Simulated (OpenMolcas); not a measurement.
## Multiconfigurational calculation for Ni³⁺ complex (part 2 of 2)

Continued. System: Ni³⁺ with 6 ligands (Cl; octahedron, 2.39 Å), embedded in Cs2ZrCl6 by model potentials and point charges, whose field is part of the energies. Method: state-averaged CASSCF, active space 7 electrons in the shell 3d, basis ANO-RCC-VTZP on the metal and ANO-RCC-VDZP on the ligands, DKH2 scalar Hamiltonian, spin-orbit coupling by RASSI with atomic mean-field integrals (OpenMolcas).

## Output (extracts), continued
```
--- RASSI ---
SPIN-FREE ENERGIES:
  (Shifted by EMIN (a.u.) =      -4284.8299286017)

 SF State       Relative EMIN(au)   Rel lowest level(eV)    D:o, cm**(-1)

     1             0.0000000000        0.0000000000              0.0000
     2             0.0000000000        0.0000000000              0.0000
     3             0.0000000000        0.0000000000              0.0000
     4             0.0313184355        0.8522180453           6873.6021
     5             0.0313184355        0.8522180453           6873.6021
     6             0.0313184355        0.8522180453           6873.6021
    11             0.0693372878        1.8867637199          15217.7757
    12             0.0693372883        1.8867637339          15217.7758
     7             0.0751785892        2.0457136274          16499.7931
    13             0.0833156220        2.2671335716          18285.6654
    14             0.0833156220        2.2671335716          18285.6654
    15             0.0833156228        2.2671335923          18285.6656
    16             0.0901124616        2.4520849983          19777.3993
    17             0.0901124616        2.4520849983          19777.3993
    18             0.0901124616        2.4520849983          19777.3993
    19             0.1087806344        2.9600718584          23874.5896
    20             0.1087806344        2.9600718584          23874.5896
    21             0.1087806344        2.9600718584          23874.5896
    10             0.1094062380        2.9770953991          24011.8937
     9             0.1094062380        2.9770953991          24011.8937
     8             0.1094062380        2.9770953991          24011.8937
    22             0.1224064659        3.3308496221          26865.1140
    23             0.1224639042        3.3324125973          26877.7202
    24             0.1224639042        3.3324125973          26877.7202
    25             0.1224639042        3.3324125973          26877.7202
    26             0.1401290188        3.8131048545          30754.7647
    27             0.1401290188        3.8131048545          30754.7647
    28             0.1401290188        3.8131048545          30754.7647
    29             0.1528789176        4.1600472751          33553.0441
    30             0.1528789176        4.1600472751          33553.0441
    31             0.1684655358        4.5841807651          36973.9114
    32             0.1684655358        4.5841807651          36973.9114
    33             0.1684655358        4.5841807651          36973.9114
    34             0.1719238989        4.6782876180          37732.9343
    35             0.1719238989        4.6782876180          37732.9343
    36             0.1719238989        4.6782876180          37732.9343
    37             0.1838200182        5.0019975143          40343.8307
    38             0.1838200182        5.0019975143          40343.8307
    39             0.2041235176        5.5544838797          44799.9338
    40             0.2041235176        5.5544838797          44799.9338
Eigenvalues of complex Hamiltonian:
   -----------------------------------
  (Shifted by EMIN (a.u.) =      -4284.8299286017)

 SO State       Relative EMIN(au)   Rel lowest level(eV)    D:o, cm**(-1)

     1            -0.0040498369        0.0000000000              0.0000
     2            -0.0040498369        0.0000000000              0.0000
     3            -0.0019658778        0.0567074164            457.3762
     4            -0.0019658778        0.0567074164            457.3762
     5            -0.0019658778        0.0567074162            457.3762
     6            -0.0019658778        0.0567074162            457.3762
     7             0.0014908272        0.1507691496           1216.0352
     8             0.0014908272        0.1507691496           1216.0352
     9             0.0014908272        0.1507691500           1216.0352
    10             0.0014908272        0.1507691500           1216.0352
    11             0.0021023079        0.1674083870           1350.2397
    12             0.0021023079        0.1674083870           1350.2397
    13             0.0304881808        0.9398273386           7580.2187
    14             0.0304881808        0.9398273386           7580.2187
    15             0.0308414870        0.9494412915           7657.7605
    16             0.0308414870        0.9494412915           7657.7605
    17             0.0308414870        0.9494412912           7657.7605
    18             0.0308414870        0.9494412912           7657.7605
    19             0.0314471232        0.9659214911           7790.6822
    20             0.0314471232        0.9659214911           7790.6822
    21             0.0314471232        0.9659214913           7790.6822
    22             0.0314471232        0.9659214913           7790.6822
    23             0.0325906439        0.9970382753           8041.6560
    24             0.0325906439        0.9970382753           8041.6560
    25             0.0688002296        1.9823512965          15988.7415
    26             0.0688002296        1.9823512965          15988.7415
    27             0.0688002301        1.9823513107          15988.7416
    28             0.0688002301        1.9823513107          15988.7416
    29             0.0751293164        2.1545745224          17377.8155
    30             0.0751293164        2.1545745225          17377.8155
    31             0.0751293164        2.1545745225          17377.8155
    32             0.0751293164        2.1545745224          17377.8155
    33             0.0827580290        2.3621623687          19052.1244
    34             0.0827580290        2.3621623687          19052.1244
    35             0.0827580294        2.3621623777          19052.1244
    36             0.0827580294        2.3621623777          19052.1244
    37             0.0847943061        2.4175722914          19499.0355
    38             0.0847943061        2.4175722914          19499.0355
    39             0.0895685700        2.5474866293          20546.8653
    40             0.0895685700        2.5474866293          20546.8653
    41             0.0895685701        2.5474866334          20546.8654
Weights of the five most important spin-orbit-free states for each spin-orbit state.

 SO State  Total energy (au)           Spin-free states, spin, and weights
 -------------------------------------------------------------------------------------------------------
    1        -0.004050       1 1.5  0.3320    2 1.5  0.3320    3 1.5  0.3320   22 0.5  0.0009    6 1.5  0.0008
    2        -0.004050       1 1.5  0.3320    2 1.5  0.3320    3 1.5  0.3320   22 0.5  0.0009    6 1.5  0.0008
    3        -0.001966       3 1.5  0.5136    2 1.5  0.3711    1 1.5  0.1045    4 1.5  0.0034    5 1.5  0.0031
    4        -0.001966       3 1.5  0.5139    2 1.5  0.3702    1 1.5  0.1050    4 1.5  0.0034    5 1.5  0.0031
    5        -0.001966       1 1.5  0.5544    2 1.5  0.2894    3 1.5  0.1454    6 1.5  0.0035    5 1.5  0.0030
    6        -0.001966       1 1.5  0.5550    2 1.5  0.2882    3 1.5  0.1459    6 1.5  0.0035    5 1.5  0.0030
    7         0.001491       3 1.5  0.5020    2 1.5  0.3733    1 1.5  0.1042    6 1.5  0.0094    5 1.5  0.0051
    8         0.001491       3 1.5  0.5008    2 1.5  0.3751    1 1.5  0.1036    6 1.5  0.0095    5 1.5  0.0051
    9         0.001491       1 1.5  0.5488    2 1.5  0.2796    3 1.5  0.1510    4 1.5  0.0087    5 1.5  0.0066
   10         0.001491       1 1.5  0.5494    2 1.5  0.2778    3 1.5  0.1522    4 1.5  0.0087    5 1.5  0.0066
   11         0.002102       1 1.5  0.3322    2 1.5  0.3322    3 1.5  0.3322    6 1.5  0.0010    5 1.5  0.0010
   12         0.002102       1 1.5  0.3322    2 1.5  0.3322    3 1.5  0.3322    6 1.5  0.0010    5 1.5  0.0010
```

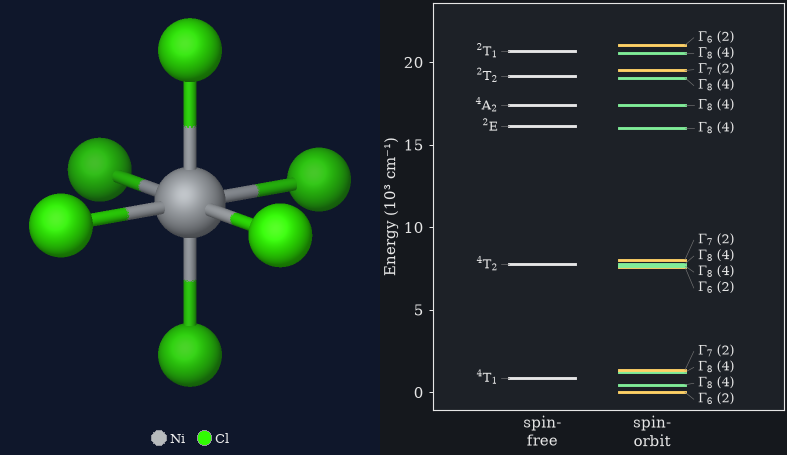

Ni³⁺ (3d⁷) as a dopant in Cs₂ZrCl₆, a cluster with its 6 nearest Cl⁻ at 2.390 Å (octahedron) embedded in model potentials and point charges; the geometry was set, not optimised, and its levels. Labels give the representation in O, Td, D4 or D3 as the site allows (double group for half-integer spin) where it could be assigned and, in brackets, the degeneracy; spin-free states, where drawn, share the zero of the spin-orbit levels. The ground level is Γ₆, a Kramers doublet, 100 % from states of spin multiplicity 4. Its principal g values are 4.42, 4.42 and 4.42, isotropic. The next level lies at 457 cm⁻¹ (Γ₈). The lowest spin-free state is ⁴T₁; of the same spin there follow at 6,870 cm⁻¹ (⁴T₂) and 16,500 cm⁻¹ (⁴A₂) above it. The active orbitals hold 85 to 98 % metal character (Löwdin), and the Mulliken charge of the metal is +0.98.

## Results in brief

```tsv
quantity	value
outcome	converged
energy of the lowest spin-free term	−4284.82993 hartree
energy of the lowest spin-orbit level	−4284.83398 hartree
largest spread among components of a term	0.0 cm⁻¹
wall time	38 s
peak memory	0.2 GiB
```

## Notes

Without dynamic correlation the splittings between terms come out too large, often by 20 to 50 %. To bear in mind: small active space favours high spin, ground spin may be wrong; the geometry is set by hand, with no relaxation.
